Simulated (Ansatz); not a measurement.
# Si (diamond structure), cut as [110] fin, 1.50 nm along [001] by 0.39 nm along [1-10], dimers on {100} faces, F-ended

These are PBE (plane waves to 420 eV, PAW; Ansatz, a quantum-chemistry and plane-wave program) values and carry that method's errors.

k-points: Γ-centred 1×1×4 mesh; occupations: Fermi-Dirac, 0.020 eV; spin polarisation not allowed. Scalar-relativistic, no spin-orbit coupling.

 The relaxation kept the symmetry of its start, so a lower minimum of less symmetry isn't excluded. The period along the axis is held at the bulk value.

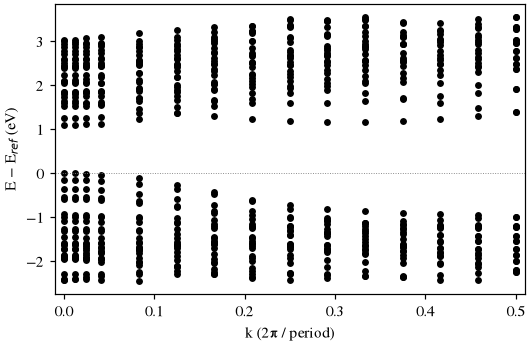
*Levels along the axis at 15 k-points, drawn as points, zero at the top of the valence band*

Electronic character: not metallic; Kohn-Sham band gap: 1.09 eV. Only levels within the plotted window are shown.
